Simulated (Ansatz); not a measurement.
# CHGaS (triplet): one geometry, many settings at a displaced geometry (v2)

Aim: run CHGaS (triplet) at one geometry under a spread of methods and options, and see what each costs and gives.

Method: the settings change from run to run; program: Ansatz 0.2.0, Gaussian basis.

26 further runs of the same task are left out: 2 for a known fault of the program, 10 that didn't finish, 14 set aside as unsound or not needed.

## Step 1: What is computed

The geometry is a PBE0/def2-TZVP stationary point (not a proven minimum) with its atoms shifted at random (size 0.100 Å). No spin-orbit coupling is included. The filled d shell of Ga may be among the frozen orbitals whatever the setting's name suggests; the logs give the count.

4 atoms, charge 0, spin multiplicity 3.

Atoms are counted from 1 here; the program's logs count them from 0.

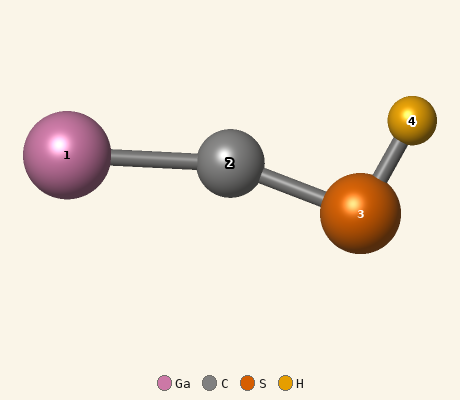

The geometry (gallium pink, carbon grey, sulfur orange, hydrogen amber); atoms are numbered from 1 in the order of the file.

As a file:

```xyz
4
charge 0, multiplicity 3
Ga    0.0646   -0.2919    2.4209
C    -0.1003   -0.0758    0.4489
S    -0.0237   -0.4244   -1.2129
H     0.0595    0.7921   -1.6569
```

## Step 2: MP2 on ROHF/cc-pVDZ

in.yaml reads:

```yaml
crystal:
  periodic: [false, false, false]
  atoms:
    - {symbol: Ga, position_ang: [0.064568, -0.291861, 2.420859]}
    - {symbol: C, position_ang: [-0.100349, -0.075768, 0.448882]}
    - {symbol: S, position_ang: [-0.023685, -0.424443, -1.212877]}
    - {symbol: H, position_ang: [0.059466, 0.792072, -1.656864]}
basis:
  gaussian: {orbitals: cc-pVDZ}
magnetization: {spin_polarized: false, initial_magnetization: 2}
correlation: {method: mp2, electrons: outside_noble_gas}
accuracy: high
output: {forces: true}
```

Run with:

```sh
> ansatz run in.yaml --threads 1 --pin off --events-out ev --progress --plain --max-ram 2393MiB
```

Output:

```text
Functional definition: HF
  name "HF"
  cite "Fock, Z. Phys. 61, 126 (1930) doi:10.1007/BF01340294"
  parent pbe
  exchange = exact_x
  correlation = 0
1342 factors; integrals over basis functions are off by at most 4.4e-9 eV
mean field evaluation 1: about -64193.0011 eV, gradient 1.3e1 eV
mean field evaluation 2: about -64193.0091 eV, gradient 1.3e1 eV
mean field evaluation 4: about -64194.4010 eV, gradient 4.0e0 eV
mean field evaluation 8: about -64194.5578 eV, gradient 2.2e-1 eV
mean field evaluation 16: about -64192.3205 eV, gradient 3.7e0 eV
mean field -64194.55933829 eV, -2359.1065430470 hartree, gradient 6.5e-8 eV, S^2 2.000000; 3 other end points of the search recorded, 0 dependent functions left out
mean field evaluation 32: about -64194.8049 eV, gradient 6.1e-1 eV
20 core orbitals not correlated: weight in the atoms' cores, before any rotation towards them, 0.991 or more for the frozen orbitals, at most 0.004 for the correlated occupied ones
reference -64194.55933829 eV, -2359.1065430470 hartree; 8, 6 occupied and 36, 38 virtual orbitals, 1342 factors
second order -7.23425380 eV of doubles, -0.13277063 eV of singles
the calculation of the forces begins
Total energy: -64201.92636271 eV, -2359.3772762011 hartree
Atom 0 at     0.064568    -0.291861     2.420859 Å, force    -0.004562     0.004057     0.392834 eV/Å
Atom 1 at    -0.100349    -0.075768     0.448882 Å, force     0.025048     0.049697     0.084459 eV/Å
Atom 2 at    -0.023685    -0.424443    -1.212877 Å, force    -0.126010    -1.736864     0.124001 eV/Å
Atom 3 at     0.059466     0.792072    -1.656864 Å, force     0.105524     1.683110    -0.601294 eV/Å
Dipole moment:     0.038547     0.151110    -0.172057 e Å
```

It took 18 s on 1 thread of Arm Neoverse N1, shared host.

## Step 3: CCSD/cc-pVDZ

in.yaml: that of step 2 with these lines changed.

```diff
@@ -9,5 +9,5 @@
   gaussian: {orbitals: cc-pVDZ}
-magnetization: {spin_polarized: false, initial_magnetization: 2}
-correlation: {method: mp2, electrons: outside_noble_gas}
-accuracy: high
+magnetization: {spin_polarized: true, initial_magnetization: 2}
+hamiltonian: {xc: {name: B3LYP}}
+correlation: {method: ccsd, electrons: valence, diis_vectors: 1}
 output: {forces: true}
```

Launched as before.

Output, cut to the lines that bear on the results:

```text
Functional definition: B3LYP
  name "B3LYP"
  cite "Stephens, Devlin, Chabalowski & Frisch, J. Phys. Chem. 98, 11623 (1994) doi:10.1021/j100096a001"
  cite "Becke, Phys. Rev. A 38, 3098 (1988) doi:10.1103/PhysRevA.38.3098"
  cite "Lee, Yang & Parr, Phys. Rev. B 37, 785 (1988) doi:10.1103/PhysRevB.37.785"
  cite "Vosko, Wilk & Nusair, Can. J. Phys. 58, 1200 (1980) doi:10.1139/p80-159"
[...]
696 factors; integrals over basis functions are off by at most 1.1e-3 eV
[...]
mean field -64264.48814797 eV, -2361.6763794032 hartree, gradient 7.8e-6 eV, S^2 2.013477; 0 other end points of the search recorded, 0 dependent functions left out
15 core orbitals not correlated: weight in the atoms' cores, before any rotation towards them, 1.000 or more for the frozen orbitals, at most 0.000 for the correlated occupied ones
reference -64193.95134476 eV, -2359.0841996970 hartree; 13, 11 occupied and 36, 38 virtual orbitals, 696 factors
second order -8.41539638 eV of doubles, -0.53501465 eV of singles
cycle   1  -9.05996373 eV  change   -1.2e-1 eV  update   9.8e-2
[...]
cycle  32  -9.47989240 eV  change   -3.1e-7 eV  update   8.4e-7
[...]
Total energy: -64203.43123717 eV, -2359.4325793171 hartree
Atom 0 at     0.064568    -0.291861     2.420859 Å, force    -0.003566    -0.003856     0.254571 eV/Å
Atom 1 at    -0.100349    -0.075768     0.448882 Å, force    -0.007851     0.149860     0.587894 eV/Å
Atom 2 at    -0.023685    -0.424443    -1.212877 Å, force    -0.101975    -1.908594    -0.196124 eV/Å
Atom 3 at     0.059466     0.792072    -1.656864 Å, force     0.113391     1.762590    -0.646341 eV/Å
Dipole moment:     0.036556     0.146391    -0.136011 e Å
```

It took 44 s on 1 thread of Arm Neoverse N1, shared host; peak memory 0.26 GiB.

From the report: ⟨S²⟩ of the determinant 2.013 (pure triplet: 2.00); correlation -9.4799 eV; T1 0.017; largest double amplitude 0.06. The orbitals are Kohn-Sham ones, so correlation energy and T1 don't compare with those on Hartree-Fock orbitals.

## Step 4: CASCI(6,4)/STO-3G

in.yaml reads:

```yaml
crystal:
  periodic: [false, false, false]
  atoms:
    - {symbol: Ga, position_ang: [0.064568, -0.291861, 2.420859]}
    - {symbol: C, position_ang: [-0.100349, -0.075768, 0.448882]}
    - {symbol: S, position_ang: [-0.023685, -0.424443, -1.212877]}
    - {symbol: H, position_ang: [0.059466, 0.792072, -1.656864]}
basis:
  gaussian: {orbitals: STO-3G, point_charges: [{charge: -1.00, position_ang: [2.774, -0.183, 0.160]}]}
magnetization: {spin_polarized: false, initial_magnetization: 2}
correlation: {active_space: {window: {electrons: 6, orbitals: 4}, fixed_orbitals: true}}
scf: {lower_state_search: light}
output: {forces: true}
```

The command is unchanged.

Output, cut to the lines that bear on the results:

```text
Functional definition: HF
  name "HF"
  cite "Fock, Z. Phys. 61, 126 (1930) doi:10.1007/BF01340294"
  parent pbe
[...]
350 factors; integrals over basis functions are off by at most 4.3e-5 eV
[...]
mean field -63457.71360237 eV, -2332.0279617040 hartree, gradient 1.4e-6 eV, S^2 2.000000; 21 other end points of the search recorded, 0 dependent functions left out
reference -63457.71360237 eV, -2332.0279617040 hartree; 28, 26 occupied and 5, 7 virtual orbitals, 350 factors
state -63457.71360276 eV, -2332.0279617182 hartree
[...]
Total energy: -63457.71360276 eV, -2332.0279617182 hartree
Atom 0 at     0.064568    -0.291861     2.420859 Å, force    -0.739769     0.470371    -5.227337 eV/Å
Atom 1 at    -0.100349    -0.075768     0.448882 Å, force     1.345414    -0.674620     4.061047 eV/Å
Atom 2 at    -0.023685    -0.424443    -1.212877 Å, force    -0.281449    -1.515021     1.892482 eV/Å
Atom 3 at     0.059466     0.792072    -1.656864 Å, force     0.082124     1.668932    -0.647502 eV/Å
Dipole moment:     0.140939     0.097466    -0.810900 e Å
```

Wall time 11 s (1 thread of Arm Neoverse N1, shared host).

From the report: 16 determinants; active occupations 2.00, 2.00, 1.00, 1.00. With so small a space the active step adds no correlation: the energy is the mean field's.

## Step 5: CCSD on ROHF/cc-pVDZ

in.yaml reads:

```yaml
crystal:
  periodic: [false, false, false]
  atoms:
    - {symbol: Ga, position_ang: [0.064568, -0.291861, 2.420859]}
    - {symbol: C, position_ang: [-0.100349, -0.075768, 0.448882]}
    - {symbol: S, position_ang: [-0.023685, -0.424443, -1.212877]}
    - {symbol: H, position_ang: [0.059466, 0.792072, -1.656864]}
basis:
  gaussian: {orbitals: cc-pVDZ}
magnetization: {spin_polarized: false, initial_magnetization: 2}
correlation: {method: ccsd, electrons: outside_noble_gas, diis_vectors: 12}
```

The command is unchanged.

Output, cut to the lines that bear on the results:

```text
Functional definition: HF
  name "HF"
  cite "Fock, Z. Phys. 61, 126 (1930) doi:10.1007/BF01340294"
  parent pbe
[...]
696 factors; integrals over basis functions are off by at most 1.1e-3 eV
[...]
mean field -64194.55920120 eV, -2359.1065380090 hartree, gradient 9.1e-6 eV, S^2 2.000000; 5 other end points of the search recorded, 0 dependent functions left out
[...]
determinant -64194.55920120 eV, -2359.1065380090 hartree, with singles and doubles -64203.04741349 eV, -2359.4184740571 hartree
determinant -64191.55804105 eV, -2358.9962474078 hartree, with singles and doubles -64200.61849367 eV, -2359.3292129004 hartree
determinant -64191.26600261 eV, -2358.9855151931 hartree, with singles and doubles -64199.89600558 eV, -2359.3026619528 hartree
20 core orbitals not correlated: weight in the atoms' cores, before any rotation towards them, 0.991 or more for the frozen orbitals, at most 0.004 for the correlated occupied ones
reference -64194.55920120 eV, -2359.1065380090 hartree; 8, 6 occupied and 36, 38 virtual orbitals, 696 factors
second order -7.23422514 eV of doubles, -0.13277060 eV of singles
cycle   1  -8.48862261 eV  change   -4.1e-4 eV  update   2.8e-3
[...]
cycle  10  -8.49072009 eV  change   -9.8e-6 eV  update   1.2e-5
Total energy: -64203.04992129 eV, -2359.4185662171 hartree
```

It took 18 s on 1 thread of Arm Neoverse N1, shared host.

From the report: correlation -8.4907 eV; T1 0.034; largest double amplitude 0.07.

## Step 6: BCCD(T) on ROHF/cc-pVDZ

in.yaml: that of step 5 with these lines changed.

```diff
@@ -8,4 +8,5 @@
 basis:
-  gaussian: {orbitals: cc-pVDZ}
+  gaussian: {orbitals: cc-pVDZ, fitting: {mean_field: def2-universal-jkfit}}
 magnetization: {spin_polarized: false, initial_magnetization: 2}
-correlation: {method: ccsd, electrons: outside_noble_gas, diis_vectors: 12}
+correlation: {method: bccd_t, electrons: outside_noble_gas}
+output: {forces: true}
```

Same command.

Output, cut to the lines that bear on the results:

```text
Functional definition: HF
  name "HF"
  cite "Fock, Z. Phys. 61, 126 (1930) doi:10.1007/BF01340294"
  parent pbe
[...]
487 factors; integrals over basis functions are off by at most 3.0e-1 eV
[...]
mean field -64194.55514168 eV, -2359.1063888244 hartree, gradient 1.5e-6 eV, S^2 2.000000; 5 other end points of the search recorded, 0 dependent functions left out
[...]
determinant -64194.55514168 eV, -2359.1063888244 hartree, with singles and doubles -64203.04399484 eV, -2359.4183484240 hartree
determinant -64191.55390451 eV, -2358.9960953927 hartree, with singles and doubles -64200.61498191 eV, -2359.3290838456 hartree
determinant -64191.26216347 eV, -2358.9853741072 hartree, with singles and doubles -64199.89276045 eV, -2359.3025426964 hartree
20 core orbitals not correlated: weight in the atoms' cores, before any rotation towards them, 0.991 or more for the frozen orbitals, at most 0.004 for the correlated occupied ones
reference -64194.55514168 eV, -2359.1063888244 hartree; 8, 6 occupied and 36, 38 virtual orbitals, 487 factors
second order -7.23275453 eV of doubles, -0.13279289 eV of singles
cycle   1  -8.47378198 eV  change    1.5e-2 eV  update   1.2e-2
[...]
cycle  16  -8.47082943 eV  change   -8.3e-7 eV  update   9.6e-7
perturbative correction -0.31322062 eV, -0.0115106453 hartree
[...]
Total energy: -64203.33919172 eV, -2359.4291967095 hartree
Atom 0 at     0.064568    -0.291861     2.420859 Å, force     0.013107    -0.038199     0.441145 eV/Å
Atom 1 at    -0.100349    -0.075768     0.448882 Å, force    -0.028512     0.212556     0.449358 eV/Å
Atom 2 at    -0.023685    -0.424443    -1.212877 Å, force    -0.099841    -1.998283    -0.224212 eV/Å
Atom 3 at     0.059466     0.792072    -1.656864 Å, force     0.115246     1.823926    -0.666291 eV/Å
Dipole moment:     0.035628     0.145537    -0.183551 e Å
```

Wall time 30 s (1 thread of Arm Neoverse N1, shared host).

From the report: correlation -8.7841 eV; largest double amplitude 0.07.

## Step 7: HF/6-31G

in.yaml reads:

```yaml
crystal:
  periodic: [false, false, false]
  atoms:
    - {symbol: Ga, position_ang: [0.064568, -0.291861, 2.420859]}
    - {symbol: C, position_ang: [-0.100349, -0.075768, 0.448882]}
    - {symbol: S, position_ang: [-0.023685, -0.424443, -1.212877]}
    - {symbol: H, position_ang: [0.059466, 0.792072, -1.656864]}
basis:
  gaussian: {orbitals: 6-31G}
magnetization: {spin_polarized: true, initial_magnetization: 2}
hamiltonian: {xc: hf}
output: {orbitals: {seedname: orbitals}}
```

Launched as before.

Output:

```text
Functional definition: HF
  name "HF"
  cite "Fock, Z. Phys. 61, 126 (1930) doi:10.1007/BF01340294"
  parent pbe
  exchange = exact_x
  correlation = 0
552 factors; integrals over basis functions are off by at most 2.7e-4 eV
mean field evaluation 1: about -64182.8821 eV, gradient 1.1e1 eV
mean field evaluation 2: about -64182.9472 eV, gradient 1.1e1 eV
mean field evaluation 4: about -64184.4169 eV, gradient 2.6e0 eV
mean field evaluation 8: about -64184.6326 eV, gradient 2.7e-1 eV
mean field evaluation 16: about -64178.7544 eV, gradient 1.1e1 eV
mean field evaluation 32: about -64181.5673 eV, gradient 6.0e0 eV
mean field evaluation 64: about -64175.3902 eV, gradient 8.8e0 eV
mean field evaluation 96: about -64181.9286 eV, gradient 1.1e0 eV
mean field -64184.63536880 eV, -2358.7418438948 hartree, gradient 4.1e-5 eV, S^2 2.067393; 0 other end points of the search recorded, 0 dependent functions left out
reference -64184.63536880 eV, -2358.7418438948 hartree; 28, 26 occupied and 25, 27 virtual orbitals, 552 factors
Total energy: -64184.63536880 eV, -2358.7418438948 hartree
```

It took 3.2 s on 1 thread of Arm Neoverse N1, shared host.

From the report: ⟨S²⟩ of the determinant 2.067 (pure triplet: 2.00).

## Step 8: CISD/def2-SVP

in.yaml: that of step 7 with these lines changed.

```diff
@@ -8,5 +8,6 @@
 basis:
-  gaussian: {orbitals: 6-31G}
-magnetization: {spin_polarized: true, initial_magnetization: 2}
-hamiltonian: {xc: hf}
-output: {orbitals: {seedname: orbitals}}
+  gaussian: {orbitals: def2-SVP, fitting: {mean_field: def2-universal-jkfit}}
+magnetization: {spin_polarized: false, initial_magnetization: 2}
+correlation: {active_space: {ras: {orbitals: [6, 2, 41], electrons: 14, max_holes: 2, max_particles: 2}, fixed_orbitals: true}}
+scf: {lower_state_search: light}
+output: {forces: true}
```

The command is unchanged.

Output, cut to the lines that bear on the results:

```text
Functional definition: HF
  name "HF"
  cite "Fock, Z. Phys. 61, 126 (1930) doi:10.1007/BF01340294"
  parent pbe
[...]
487 factors; integrals over basis functions are off by at most 3.0e-1 eV
[...]
mean field -64184.26076795 eV, -2358.7280775676 hartree, gradient 1.8e-6 eV, S^2 2.000000; 3 other end points of the search recorded, 0 dependent functions left out
reference -64184.26076795 eV, -2358.7280775676 hartree; 28, 26 occupied and 41, 43 virtual orbitals, 487 factors
state -64191.72433365 eV, -2359.0023585483 hartree
[...]
Total energy: -64191.72433365 eV, -2359.0023585483 hartree
Atom 0 at     0.064568    -0.291861     2.420859 Å, force    -0.011218     0.014755     0.226486 eV/Å
Atom 1 at    -0.100349    -0.075768     0.448882 Å, force     0.026680     0.009604     0.163923 eV/Å
Atom 2 at    -0.023685    -0.424443    -1.212877 Å, force    -0.104423    -1.413069     0.130898 eV/Å
Atom 3 at     0.059466     0.792072    -1.656864 Å, force     0.088961     1.388710    -0.521307 eV/Å
Dipole moment:     0.037254     0.153706    -0.146825 e Å
```

Wall time 42 s (1 thread of Arm Neoverse N1, shared host); peak memory 0.34 GiB.

From the report: 522,691 determinants.

## Step 9: CISD/cc-pVDZ

in.yaml reads:

```yaml
crystal:
  periodic: [false, false, false]
  atoms:
    - {symbol: Ga, position_ang: [0.064568, -0.291861, 2.420859]}
    - {symbol: C, position_ang: [-0.100349, -0.075768, 0.448882]}
    - {symbol: S, position_ang: [-0.023685, -0.424443, -1.212877]}
    - {symbol: H, position_ang: [0.059466, 0.792072, -1.656864]}
basis:
  gaussian: {orbitals: cc-pVDZ}
magnetization: {spin_polarized: false, initial_magnetization: 2}
correlation: {active_space: {ras: {orbitals: [6, 2, 36], electrons: 14, max_holes: 2, max_particles: 2}, fixed_orbitals: true}}
accuracy: high
```

Same command.

Output:

```text
Functional definition: HF
  name "HF"
  cite "Fock, Z. Phys. 61, 126 (1930) doi:10.1007/BF01340294"
  parent pbe
  exchange = exact_x
  correlation = 0
1342 factors; integrals over basis functions are off by at most 4.4e-9 eV
mean field evaluation 1: about -64193.0011 eV, gradient 1.3e1 eV
mean field evaluation 2: about -64193.0091 eV, gradient 1.3e1 eV
mean field evaluation 4: about -64194.4010 eV, gradient 4.0e0 eV
mean field evaluation 8: about -64194.5578 eV, gradient 2.2e-1 eV
mean field evaluation 16: about -64192.3205 eV, gradient 3.7e0 eV
mean field -64194.55933829 eV, -2359.1065430470 hartree, gradient 6.5e-8 eV, S^2 2.000000; 3 other end points of the search recorded, 0 dependent functions left out
reference -64194.55933829 eV, -2359.1065430470 hartree; 28, 26 occupied and 36, 38 virtual orbitals, 1342 factors
state -64202.09931628 eV, -2359.3836321273 hartree
Total energy: -64202.09931628 eV, -2359.3836321273 hartree
```

Run time: 18 s. Hardware: 1 thread of Arm Neoverse N1, shared host.

From the report: 403,696 determinants.

## Step 10: NEVPT4(SD)(4,5)/STO-3G

in.yaml reads:

```yaml
crystal:
  periodic: [false, false, false]
  atoms:
    - {symbol: Ga, position_ang: [0.064568, -0.291861, 2.420859]}
    - {symbol: C, position_ang: [-0.100349, -0.075768, 0.448882]}
    - {symbol: S, position_ang: [-0.023685, -0.424443, -1.212877]}
    - {symbol: H, position_ang: [0.059466, 0.792072, -1.656864]}
basis:
  gaussian: {orbitals: STO-3G}
magnetization: {spin_polarized: false, initial_magnetization: 2}
hamiltonian: {pseudopotentials: {relativity: none}}
correlation: {method: fic_nevpt4_sd, electrons: all, active_space: {window: {electrons: 4, orbitals: 5}, states: [{multiplicity: 3, weights: [0.5, 0.5, 1]}], root: 1}}
scf: {lower_state_search: light}
```

The command is unchanged.

Output, cut to the lines that bear on the results:

```text
Functional definition: HF
  name "HF"
  cite "Fock, Z. Phys. 61, 126 (1930) doi:10.1007/BF01340294"
  parent pbe
[...]
480 factors; integrals over basis functions are off by at most 3.4e-8 eV
[...]
mean field -63457.28871116 eV, -2332.0123472401 hartree, gradient 1.8e-6 eV, S^2 2.000000; 22 other end points of the search recorded, 0 dependent functions left out
reference -63457.28871116 eV, -2332.0123472401 hartree; 28, 26 occupied and 5, 7 virtual orbitals, 480 factors
state -63458.91452015 eV, -2332.0720946182 hartree
state -63458.41791472 eV, -2332.0538447055 hartree
state -63457.17613472 eV, -2332.0082101321 hartree
state -63458.91452015 eV, -2332.0720946182 hartree; corrected -63462.01630594 eV, -2332.1860831436 hartree
state -63458.41791472 eV, -2332.0538447055 hartree; corrected -63461.39479266 eV, -2332.1632429520 hartree
state -63457.17613472 eV, -2332.0082101321 hartree; corrected -63460.17873679 eV, -2332.1185537230 hartree
Total energy: -63461.39479266 eV, -2332.1632429520 hartree
```

It took 17 s on 1 thread of Arm Neoverse N1, shared host.

From the report: 100 determinants; active occupations (of the averaged states) 1.18, 1.17, 1.00, 0.57, 0.08.

## Step 11: The runs in one table

Where basis and cores are those of an earlier UCCSDT(Q)/cc-pVDZ run (-64203.4043 eV), and the state is the same kind, the miss against it is given.

```tsv
level	correlated	functions	energy (eV)	from UCCSDT(Q) (meV)	time
MP2 on ROHF/cc-pVDZ	outside noble gas	64	-64201.9264	1477.9	18 s
CCSD/cc-pVDZ (on B3LYP orbitals)	valence	64	-64203.4312		44 s
CASCI(6,4)/STO-3G (beside a point charge)		33	-63457.7136		11 s
CCSD on ROHF/cc-pVDZ	outside noble gas	64	-64203.0499	354.4	18 s
BCCD(T) on ROHF/cc-pVDZ	outside noble gas	64	-64203.3392	65.1	30 s
HF/6-31G		53	-64184.6354		3.2 s
CISD/def2-SVP	outside noble gas	69	-64191.7243		42 s
CISD/cc-pVDZ	outside noble gas	64	-64202.0993	1305.0	18 s
NEVPT4(SD)(4,5)/STO-3G (excited root 1 of an average)	all	33	-63461.3948		17 s
```

## Step 12: Outcome

| quantity | value |
| --- | --- |
| runs | 9 |
| quickest | HF/6-31G, 3.2 s |
| slowest | CCSD/cc-pVDZ (on B3LYP orbitals), 44 s |

Total energies in different bases, with other cores or another treatment of relativity can't be set against each other. CCSD/cc-pVDZ (on B3LYP orbitals) took 14 times as long as HF/6-31G; the jobs differ in more than the method. Among the correlated runs with a miss given, it spans +65 to +1478 meV.
